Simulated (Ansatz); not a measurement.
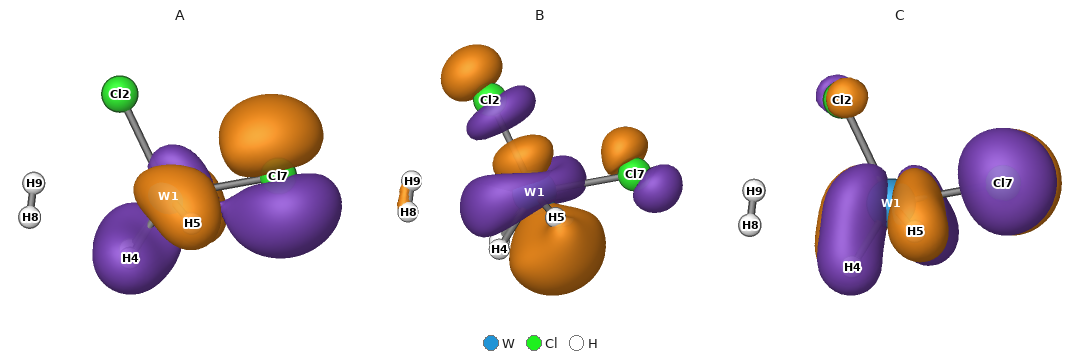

*Cl2H4W···H2. Three frontier orbitals at ±0.1 Å⁻³ᐟ² (orange and purple are the two phases), in no order.*

Core potentials replace the inner electrons of W; not at a stationary point (largest force 1.8 eV/Å).

Theory: Ansatz, RKS PBE0-D4/def2-SVP.

```yaml
atoms:
  - { symbol: W, position_ang: [-0.0627, -0.0834, 0.0459] }
  - { symbol: Cl, position_ang: [-0.4778, -0.5059, 2.3121] }
  - { symbol: H, position_ang: [1.5648, 0.1671, -0.2768] }
  - { symbol: H, position_ang: [0.4570, 1.4411, -0.4383] }
  - { symbol: H, position_ang: [-1.1012, 0.9552, -0.7234] }
  - { symbol: H, position_ang: [0.8231, -1.2100, -0.7872] }
  - { symbol: Cl, position_ang: [-1.5637, -1.4282, -1.1130] }
  - { symbol: H, position_ang: [1.5517, 1.8218, 1.5617] }
  - { symbol: H, position_ang: [1.2504, 1.3857, 2.0482] }
```

Q: Which picture is the HOMO−1, the HOMO and the LUMO?

A: A is the HOMO−1 (−8.93 eV). By Hirshfeld shares it lies mainly on Cl7 (about 55 %) and W1 (about 25 %). C is the HOMO (−7.51 eV). It lies mainly on Cl7 (about 45 %) and W1 (about 30 %). B is the LUMO (−3.31 eV). Its weight (Hirshfeld) is mainly on W1 (about 65 %), Cl2 (about 10 %) and Cl7 (about 5 %).

Q: What is the HOMO–LUMO gap?

A: 4.20 eV between the orbital energies.
